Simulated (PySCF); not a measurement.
# C4H5B (SMILES C#CBC=C) at 6 levels

We compute a comparison of 6 runs (PBE0/STO-3G, PBE0/3-21G, PBE0/6-31G, PBE0/6-31G*, PBE0/6-31G**, PBE0/6-311G**) of C4H5B. Input form: a Python script.

The results are computed with PySCF 2.14.0.

## Step 1: The molecule

C4H5B has 10 atoms, charge 0, and is taken as a singlet. SMILES: `C#CBC=C`. The coordinates come from a GFN2-xTB relaxation. This is one conformer, not always the lowest.

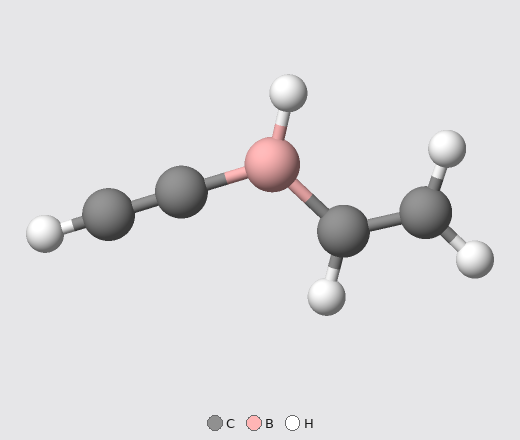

Viewed from a chosen angle; carbon grey, boron pink, hydrogen white.

## Step 2: The energy at PBE0/STO-3G (run 1)

Contents of input.py:

```python
from pyscf import gto, dft

molecule = gto.M(
    atom='''
C     -2.831600     0.050820     0.585900
C     -1.627700    -0.000740     0.638860
B     -0.126330    -0.061280     0.696930
C      0.687520     0.030350    -0.618850
C      2.019100    -0.014260    -0.664560
H     -3.881880     0.095850     0.545340
H      0.413040    -0.174080     1.731410
H      0.160460     0.136720    -1.561970
H      2.608740    -0.115930     0.233310
H      2.578660     0.052540    -1.586370
''',
    max_memory=1860,
    basis='sto-3g',
    charge=0,
    verbose=4,
    spin=0,
)

ks = dft.RKS(molecule, xc='pbe0')
ks.grids.level = 4
ks.conv_tol = 1e-10
ks.kernel()
if not ks.converged:
    ks = ks.newton().run(ks.mo_coeff, ks.mo_occ)

e_tot = ks.e_tot
print('Final energy', e_tot)
```

Command:

```sh
$ OMP_NUM_THREADS=1 python input.py
```

The program printed:

```text
PySCF version 2.14.0

[... 77 lines left out ...]
converged SCF energy = -177.755219203687
Final energy -177.75521920368683
```

Run time: 5.4 s. Hardware: 1 thread of Arm Neoverse V1, shared host; peak memory 0.25 GiB.

## Step 3: The energy at PBE0/3-21G (run 2)

Contents of geometry.xyz:

```xyz
10

C     -2.831600     0.050820     0.585900
C     -1.627700    -0.000740     0.638860
B     -0.126330    -0.061280     0.696930
C      0.687520     0.030350    -0.618850
C      2.019100    -0.014260    -0.664560
H     -3.881880     0.095850     0.545340
H      0.413040    -0.174080     1.731410
H      0.160460     0.136720    -1.561970
H      2.608740    -0.115930     0.233310
H      2.578660     0.052540    -1.586370
```

Contents of job.py:

```python
from pyscf import gto, dft

mol = gto.Mole()
mol.atom = 'geometry.xyz'
mol.charge = 0
mol.basis = '3-21g'
mol.verbose = 3
mol.max_memory = 1860
mol.spin = 0
mol.build()

mf = dft.RKS(mol)
mf.xc = 'pbe0'
mf.conv_tol = 1e-10
mf.grids.level = 4
mf.kernel()
if not mf.converged:
    mf = mf.newton().run(mf.mo_coeff, mf.mo_occ)

e_final = mf.e_tot
print('E(%s) = %.9f' % ('PBE0', e_final))
```

Command:

```sh
$ OMP_NUM_THREADS=1 python job.py
```

The program printed:

```text
converged SCF energy = -178.97162451822
E(PBE0) = -178.971624518
```

It took 8.7 s on 1 thread of Arm Neoverse V1, shared host; peak memory 0.31 GiB.

Runs 3 to 5 aren't shown in full; the table further down has their settings and results.

## Step 4: A single-point energy at PBE0/6-311G(d,p) (run 6)

Contents of input.xyz:

```xyz
10
C4H5B
C     -2.831600     0.050820     0.585900
C     -1.627700    -0.000740     0.638860
B     -0.126330    -0.061280     0.696930
C      0.687520     0.030350    -0.618850
C      2.019100    -0.014260    -0.664560
H     -3.881880     0.095850     0.545340
H      0.413040    -0.174080     1.731410
H      0.160460     0.136720    -1.561970
H      2.608740    -0.115930     0.233310
H      2.578660     0.052540    -1.586370
```

Contents of job.py:

```python
# C#CBC=C
from pyscf import gto, dft

mol = gto.M(
    atom='input.xyz',
    basis='6-311g**',
    spin=0,
    charge=0,
    verbose=3,
    max_memory=1860,
)

ks = dft.RKS(mol)
ks.xc = 'pbe0'
ks.grids.level = 4
ks.conv_tol = 1e-10
ks.kernel()
if not ks.converged:
    ks = ks.newton().run(ks.mo_coeff, ks.mo_occ)

e_final = ks.e_tot
print('Final energy', e_final)
```

Command:

```sh
$ OMP_NUM_THREADS=1 python job.py
```

The program printed:

```text
converged SCF energy = -179.997612047685
Final energy -179.99761204768495
```

Run time: 24 s. Hardware: 1 thread of Arm Neoverse V1, shared host; peak memory 0.66 GiB.

## Step 5: Overview of the runs

```
run                               level  energy (Eh)  dipole moment (D)  HOMO energy (eV)  LUMO energy (eV)  wall time
  1                         PBE0/STO-3G  -177.755219               0.71             -6.09              0.16      5.4 s
  2                          PBE0/3-21G  -178.971625               0.84             -7.80             -2.11      8.7 s
  3                          PBE0/6-31G  -179.916503               0.80             -7.69             -2.04      9.3 s
  4   PBE0/6-31G* (spherical functions)  -179.948871               0.79             -7.62             -2.04       14 s
  5  PBE0/6-31G** (spherical functions)  -179.956390               0.78             -7.62             -2.06       17 s
  6                       PBE0/6-311G**  -179.997612               0.78             -7.88             -2.31       24 s
```

## Step 6: What came out

| quantity | value |
| --- | --- |
| run 6: total energy | -179.99761 Eh |
| run 6: dipole moment | 0.78 D |
| run 6: HOMO energy | -7.88 eV |
| run 6: LUMO energy | -2.31 eV |
| run 6: HOMO–LUMO gap | 5.57 eV |

In words: The dipole moment (its size) runs from 0.71 D (PBE0/STO-3G) to 0.84 D (PBE0/3-21G). The HOMO–LUMO gap runs from 5.57 eV (PBE0/6-31G**) to 6.25 eV (PBE0/STO-3G). In run 1 the basis is minimal, so the values are rough. All runs together took 78 s, the longest 24 s.
